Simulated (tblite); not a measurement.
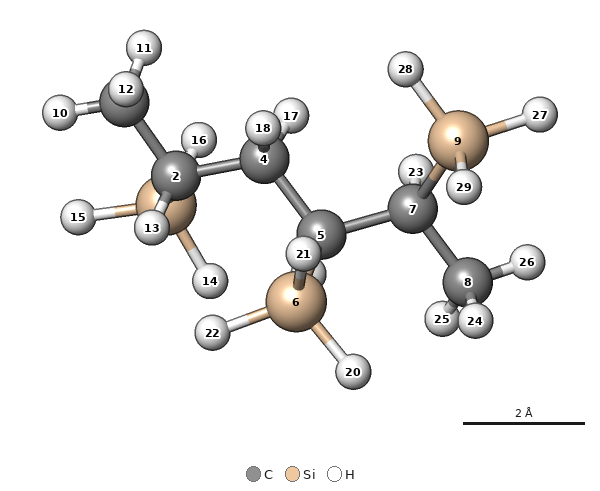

Fig. 1: The input geometry (ball-and-stick view, seen at a tilt; atoms are numbered from 1 in the order of the input).

## Geometry relaxation, with input and output: C$_{6}$H$_{20}$Si$_{3}$

C$_{6}$H$_{20}$Si$_{3}$, computed with GFN2-xTB geometry optimisation, gas phase (tblite 0.8.0).

Log
```
step      E/eV     max force
  0    -767.90224    0.900
  1    -767.95474    0.430
  2    -767.98658    0.424
  3    -768.01146    0.380
  4    -768.02677    0.242
  5    -768.03711    0.204
  6    -768.04545    0.192
  7    -768.05430    0.233
  8    -768.06094    0.159
  9    -768.06559    0.124
 10    -768.06943    0.127
 11    -768.07323    0.156
 12    -768.07665    0.148
 13    -768.07919    0.111
 14    -768.08103    0.086
 15    -768.08266    0.091
 16    -768.08405    0.072
 17    -768.08495    0.052
 18    -768.08548    0.042
 19    -768.08593    0.040
 20    -768.08593    0.040
 21    -768.08617    0.034
 22    -768.08667    0.036
 23    -768.08690    0.039
 24    -768.08733    0.036
 25    -768.08760    0.035
 26    -768.08789    0.040
 27    -768.08816    0.044
 28    -768.08839    0.032
 29    -768.08858    0.030
 30    -768.08876    0.029
 31    -768.08897    0.038
 32    -768.08917    0.033
 33    -768.08933    0.027
 34    -768.08946    0.024
 35    -768.08957    0.023
 36    -768.08968    0.028
 37    -768.08977    0.022
 38    -768.08986    0.017
 39    -768.08995    0.023
 40    -768.09005    0.025
 41    -768.09013    0.020
 42    -768.09018    0.010
 43    -768.09021    0.010
 44    -768.09023    0.011
 45    -768.09027    0.016
 46    -768.09033    0.019
 47    -768.09042    0.020
 48    -768.09051    0.020
 49    -768.09059    0.016
 50    -768.09067    0.019
 51    -768.09076    0.020
 52    -768.09086    0.017
 53    -768.09097    0.017
 54    -768.09108    0.021
 55    -768.09122    0.029
 56    -768.09142    0.034
 57    -768.09168    0.035
 58    -768.09192    0.028
 59    -768.09209    0.028
 60    -768.09224    0.028
 61    -768.09241    0.027
 62    -768.09261    0.033
 63    -768.09283    0.028
 64    -768.09301    0.024
 65    -768.09316    0.025
 66    -768.09334    0.033
 67    -768.09358    0.039
 68    -768.09389    0.039
 69    -768.09428    0.046
 70    -768.09473    0.048
 71    -768.09496    0.045
 72    -768.09549    0.058
 73    -768.09588    0.031
 74    -768.09629    0.027
 75    -768.09658    0.036
 76    -768.09691    0.039
 77    -768.09724    0.033
 78    -768.09758    0.039
 79    -768.09790    0.047
 80    -768.09824    0.047
 81    -768.09870    0.044
 82    -768.09935    0.039
 83    -768.09975    0.037
 84    -768.10019    0.041
 85    -768.10047    0.039
 86    -768.10076    0.038
 87    -768.10105    0.055
 88    -768.10148    0.038
 89    -768.10204    0.028
 90    -768.10222    0.029
 91    -768.10260    0.035
 92    -768.10301    0.041
 93    -768.10352    0.047
 94    -768.10398    0.050
 95    -768.10444    0.043
 96    -768.10495    0.045
 97    -768.10548    0.049
 98    -768.10583    0.074
 99    -768.10626    0.039
100    -768.10655    0.034
101    -768.10680    0.030
102    -768.10725    0.043
103    -768.10776    0.046
104    -768.10823    0.037
105    -768.10855    0.035
106    -768.10881    0.035
107    -768.10906    0.046
108    -768.10929    0.039
109    -768.10950    0.037
110    -768.10972    0.035
111    -768.11000    0.030
112    -768.11036    0.042
113    -768.11072    0.041
114    -768.11104    0.037
115    -768.11131    0.039
116    -768.11160    0.043
117    -768.11191    0.031
118    -768.11221    0.029
119    -768.11251    0.044
120    -768.11283    0.050
121    -768.11316    0.044
122    -768.11347    0.034
123    -768.11376    0.034
124    -768.11407    0.056
125    -768.11440    0.063
126    -768.11471    0.046
127    -768.11500    0.029
128    -768.11527    0.026
129    -768.11557    0.037
130    -768.11586    0.037
131    -768.11609    0.035
132    -768.11629    0.026
133    -768.11650    0.029
134    -768.11677    0.035
135    -768.11709    0.047
136    -768.11738    0.039
137    -768.11762    0.050
138    -768.11785    0.055
139    -768.11813    0.046
140    -768.11843    0.042
141    -768.11870    0.033
142    -768.11893    0.033
143    -768.11915    0.033
144    -768.11936    0.038
145    -768.11955    0.027
146    -768.11967    0.017
147    -768.11975    0.018
148    -768.11985    0.022
149    -768.11998    0.025
150    -768.12013    0.026
151    -768.12027    0.022
152    -768.12039    0.026
153    -768.12051    0.027
154    -768.12064    0.030
155    -768.12081    0.029
156    -768.12096    0.023
157    -768.12107    0.020
158    -768.12113    0.019
159    -768.12119    0.016
160    -768.12125    0.017
161    -768.12132    0.018
162    -768.12139    0.016
163    -768.12145    0.019
164    -768.12151    0.018
165    -768.12157    0.014
166    -768.12162    0.016
167    -768.12167    0.015
168    -768.12171    0.012
169    -768.12175    0.011
170    -768.12179    0.015
171    -768.12184    0.021
172    -768.12191    0.022
173    -768.12198    0.018
174    -768.12205    0.017
175    -768.12210    0.017
176    -768.12217    0.016
177    -768.12224    0.020
178    -768.12233    0.017
179    -768.12239    0.016
180    -768.12243    0.013
181    -768.12246    0.011
182    -768.12249    0.010
183    -768.12252    0.011
184    -768.12255    0.009
185    -768.12257    0.008
186    -768.12260    0.012
187    -768.12262    0.013
188    -768.12265    0.011
189    -768.12267    0.009
190    -768.12269    0.008
191    -768.12271    0.009
192    -768.12273    0.009
193    -768.12274    0.007
194    -768.12275    0.007
195    -768.12277    0.007
196    -768.12278    0.008
197    -768.12279    0.007
198    -768.12280    0.006
199    -768.12281    0.006
200    -768.12282    0.008
201    -768.12283    0.007
202    -768.12284    0.007
203    -768.12285    0.007
204    -768.12285    0.006
205    -768.12286    0.005
206    -768.12287    0.005
207    -768.12287    0.005
208    -768.12288    0.005
209    -768.12288    0.005
210    -768.12289    0.005
211    -768.12290    0.004
212    -768.12290    0.005
213    -768.12291    0.005
214    -768.12291    0.005
215    -768.12292    0.005
216    -768.12292    0.004
```

Trajectory as extended XYZ (Å, eV, eV/Å), 4 of the 12 frames kept, from step=0 to step=216
```
29
Properties=species:S:1:pos:R:3:forces:R:3 step=0 energy=-767.90224
C    -2.9333    0.1531   -1.5853   -0.7040   0.0810   0.0360
C    -2.0776    0.3053   -0.3303    0.4460  -0.2670   0.2260
Si   -2.8818   -0.5725    1.1829   -0.1940   0.0180  -0.0750
C    -0.6328   -0.1816   -0.6506    0.1140  -0.0020   0.8930
C     0.4810    0.2438    0.3739    0.1370  -0.0450  -0.6270
Si    0.9255    2.1245    0.2234    0.2050  -0.3110   0.0200
C     1.7015   -0.7525    0.3152   -0.1970   0.3620   0.4460
C     2.6205   -0.5989    1.5573   -0.5060  -0.2490  -0.2500
Si    2.7207   -0.8445   -1.3077   -0.1440   0.4670  -0.0780
H    -3.9623    0.5298   -1.4120    0.5390  -0.2110  -0.0350
H    -3.0210   -0.8920   -1.9046    0.1140   0.2180   0.1460
H    -2.5194    0.7270   -2.4129    0.0590  -0.0140  -0.0190
H    -2.0556    1.3687   -0.0627    0.1740   0.0100  -0.2110
H    -2.1027   -0.2931    2.4070   -0.1600  -0.0500  -0.1790
H    -4.2757   -0.0460    1.3589    0.5460  -0.1960  -0.0660
H    -2.9352   -2.0323    0.9507    0.0100   0.2510   0.0410
H    -0.6537   -1.2825   -0.7042    0.0000   0.2070   0.0590
H    -0.3569    0.1628   -1.6434    0.0840   0.1730  -0.1240
H     0.0667    0.1627    1.3840   -0.1170  -0.2700   0.0050
H     2.0035    2.4596    1.2070   -0.4260  -0.0630  -0.3500
H     1.3893    2.4220   -1.1493   -0.0910  -0.0300   0.2450
H    -0.2737    2.9431    0.5274    0.2790  -0.1600  -0.0330
H     1.2757   -1.7556    0.4184   -0.2360  -0.1110   0.0290
H     3.1974    0.3116    1.5232    0.0980   0.2410  -0.0430
H     2.0269   -0.6010    2.4802    0.0630   0.0650  -0.2220
H     3.3134   -1.4392    1.6249   -0.0450   0.0690  -0.1170
H     3.6851   -1.9593   -1.2223   -0.1670   0.1390   0.0070
H     1.7980   -1.0662   -2.4500    0.2670   0.0040   0.2490
H     3.4565    0.4315   -1.5026   -0.1460  -0.3270   0.0280
29
Properties=species:S:1:pos:R:3:forces:R:3 step=78 energy=-768.09758
C    -2.8917    0.1490   -1.5909    0.0020   0.0040   0.0050
C    -2.0002    0.3558   -0.3659   -0.0040   0.0000   0.0120
Si   -2.7867   -0.4763    1.1640    0.0050   0.0010   0.0070
C    -0.5970   -0.1809   -0.6595   -0.0100   0.0030  -0.0210
C     0.4519    0.1828    0.3969   -0.0250  -0.0140   0.0050
Si    0.8898    2.0398    0.2888   -0.0040  -0.0230   0.0030
C     1.6360   -0.7988    0.3362   -0.0140  -0.0010   0.0050
C     2.5698   -0.6196    1.5322   -0.0010   0.0040   0.0000
Si    2.6343   -0.8038   -1.2897   -0.0100   0.0040   0.0160
H    -3.8760    0.5855   -1.4362   -0.0090  -0.0100   0.0170
H    -3.0184   -0.9126   -1.7970    0.0010   0.0020  -0.0180
H    -2.4525    0.6152   -2.4728    0.0120  -0.0030  -0.0070
H    -1.9207    1.4346   -0.1941   -0.0010   0.0020  -0.0020
H    -2.2474    0.0695    2.4133   -0.0120  -0.0130  -0.0150
H    -4.2354   -0.2559    1.1535    0.0220   0.0150  -0.0040
H    -2.5242   -1.9176    1.0872   -0.0040   0.0200   0.0330
H    -0.6577   -1.2714   -0.7522    0.0110   0.0000   0.0000
H    -0.2717    0.1996   -1.6327    0.0140  -0.0140  -0.0330
H    -0.0187    0.0242    1.3774    0.0070  -0.0080   0.0250
H     2.1354    2.3723    0.9807    0.0080  -0.0050  -0.0090
H     0.9999    2.4314   -1.1194    0.0100   0.0030   0.0090
H    -0.1713    2.8239    0.9317    0.0020  -0.0010  -0.0070
H     1.1980   -1.8035    0.4350    0.0030  -0.0080   0.0000
H     3.1236    0.3132    1.4641    0.0050   0.0020   0.0170
H     2.0045   -0.6119    2.4647    0.0020   0.0060   0.0020
H     3.2908   -1.4338    1.5825   -0.0070  -0.0050  -0.0170
H     3.6230   -1.8855   -1.2070   -0.0100   0.0160   0.0040
H     1.7645   -1.0706   -2.4361    0.0180   0.0020  -0.0180
H     3.3282    0.4734   -1.4583   -0.0090   0.0210  -0.0100
29
Properties=species:S:1:pos:R:3:forces:R:3 step=137 energy=-768.11762
C    -2.8849    0.0855   -1.6178    0.0030  -0.0040  -0.0030
C    -1.9713    0.3670   -0.4256    0.0060  -0.0130   0.0030
Si   -2.7616   -0.2357    1.2068   -0.0160   0.0030   0.0000
C    -0.6026   -0.2706   -0.6690    0.0060   0.0170   0.0000
C     0.4357    0.0821    0.3980   -0.0070   0.0200   0.0000
Si    0.8067    1.9576    0.3672    0.0490   0.0040   0.0100
C     1.6553   -0.8482    0.2845   -0.0190   0.0060  -0.0150
C     2.5489   -0.7410    1.5192   -0.0110  -0.0060  -0.0080
Si    2.6817   -0.6666   -1.3135    0.0140  -0.0080  -0.0110
H    -3.8655    0.5341   -1.4745   -0.0040   0.0030  -0.0020
H    -3.0168   -0.9862   -1.7562   -0.0140  -0.0100   0.0130
H    -2.4575    0.4911   -2.5347    0.0080   0.0010  -0.0110
H    -1.8330    1.4535   -0.3674   -0.0040  -0.0230  -0.0140
H    -2.2812    0.5469    2.3492   -0.0020  -0.0070  -0.0120
H    -4.2154   -0.0819    1.1168   -0.0040   0.0040   0.0080
H    -2.4451   -1.6529    1.4085   -0.0070   0.0070   0.0030
H    -0.7272   -1.3598   -0.7111   -0.0030   0.0240   0.0050
H    -0.2274    0.0414   -1.6498   -0.0040   0.0010  -0.0070
H    -0.0256   -0.1377    1.3726    0.0100  -0.0050  -0.0020
H     2.1305    2.2765    0.9062   -0.0020  -0.0100   0.0010
H     0.7433    2.4523   -1.0115   -0.0070  -0.0060   0.0060
H    -0.1765    2.6756    1.1863   -0.0020  -0.0220   0.0010
H     1.2557   -1.8736    0.2806    0.0100  -0.0110   0.0180
H     3.0473    0.2240    1.5690   -0.0060  -0.0050  -0.0020
H     1.9600   -0.8656    2.4283    0.0060   0.0090   0.0170
H     3.3133   -1.5157    1.5043    0.0110   0.0040   0.0000
H     3.8684   -1.5194   -1.1915    0.0010  -0.0050   0.0070
H     1.9245   -1.1272   -2.4800   -0.0120   0.0110   0.0020
H     3.1006    0.7223   -1.4981    0.0020   0.0230  -0.0050
29
Properties=species:S:1:pos:R:3:forces:R:3 step=216 energy=-768.12292
C    -2.8801    0.0050   -1.6270    0.0010   0.0010   0.0010
C    -1.9699    0.3582   -0.4503   -0.0010   0.0020   0.0000
Si   -2.7866   -0.1395    1.2030    0.0030   0.0000  -0.0010
C    -0.6013   -0.2918   -0.6583   -0.0020   0.0000   0.0000
C     0.4361    0.0562    0.4113    0.0000  -0.0020  -0.0010
Si    0.7911    1.9335    0.4276   -0.0010   0.0010  -0.0010
C     1.6695   -0.8518    0.2662    0.0030  -0.0020   0.0000
C     2.5727   -0.7570    1.4953    0.0010   0.0000   0.0030
Si    2.6878   -0.6101   -1.3301    0.0010  -0.0020  -0.0010
H    -3.8454    0.4985   -1.5357    0.0000  -0.0020  -0.0020
H    -3.0504   -1.0696   -1.6721   -0.0030   0.0010   0.0010
H    -2.4289    0.3133   -2.5703   -0.0010   0.0000   0.0000
H    -1.8308    1.4456   -0.4576    0.0000   0.0020   0.0000
H    -2.2168    0.6069    2.3271    0.0010   0.0010   0.0000
H    -4.2190    0.1581    1.1308   -0.0040   0.0000  -0.0010
H    -2.6080   -1.5776    1.4215    0.0020  -0.0030   0.0000
H    -0.7366   -1.3795   -0.6876    0.0000  -0.0010   0.0010
H    -0.2133    0.0047   -1.6391    0.0000  -0.0010   0.0010
H    -0.0140   -0.1947    1.3833    0.0000   0.0000   0.0010
H     2.1068    2.2507    0.9856    0.0000   0.0020   0.0010
H     0.7305    2.4612   -0.9385    0.0000   0.0000  -0.0010
H    -0.2116    2.6093    1.2579    0.0000   0.0010  -0.0010
H     1.2904   -1.8848    0.2430   -0.0010   0.0000   0.0000
H     3.0603    0.2125    1.5575    0.0010   0.0020   0.0000
H     1.9965   -0.9033    2.4096   -0.0020  -0.0020   0.0010
H     3.3476   -1.5207    1.4592    0.0010  -0.0010   0.0000
H     3.8702   -1.4733   -1.2429    0.0000   0.0000  -0.0020
H     1.9234   -1.0173   -2.5117    0.0000   0.0020   0.0010
H     3.1098    0.7851   -1.4613    0.0010   0.0000   0.0000
```

This output came from the following input.

The input
```
{"job": {"xc": "GFN2-xTB", "basis": "xTB", "kind": "relax"}, "charge": 0, "multiplicity": 1}
C     -2.933300     0.153100    -1.585300
C     -2.077600     0.305300    -0.330300
Si    -2.881800    -0.572500     1.182900
C     -0.632800    -0.181600    -0.650600
C      0.481000     0.243800     0.373900
Si     0.925500     2.124500     0.223400
C      1.701500    -0.752500     0.315200
C      2.620500    -0.598900     1.557300
Si     2.720700    -0.844500    -1.307700
H     -3.962300     0.529800    -1.412000
H     -3.021000    -0.892000    -1.904600
H     -2.519400     0.727000    -2.412900
H     -2.055600     1.368700    -0.062700
H     -2.102700    -0.293100     2.407000
H     -4.275700    -0.046000     1.358900
H     -2.935200    -2.032300     0.950700
H     -0.653700    -1.282500    -0.704200
H     -0.356900     0.162800    -1.643400
H      0.066700     0.162700     1.384000
H      2.003500     2.459600     1.207000
H      1.389300     2.422000    -1.149300
H     -0.273700     2.943100     0.527400
H      1.275700    -1.755600     0.418400
H      3.197400     0.311600     1.523200
H      2.026900    -0.601000     2.480200
H      3.313400    -1.439200     1.624900
H      3.685100    -1.959300    -1.222300
H      1.798000    -1.066200    -2.450000
H      3.456500     0.431500    -1.502600
```

The first line tells a small driver script what to run in tblite; the rest is the geometry in Å.

Launch command:
```bash
OMP_NUM_THREADS=1 python <driver script> task.json out
```

Summary

- outcome: converged
- total energy: −768.1229 eV
- hardware: 1 CPU thread, shared host
- wall time: 5 s
- peak memory: 1.2 GiB
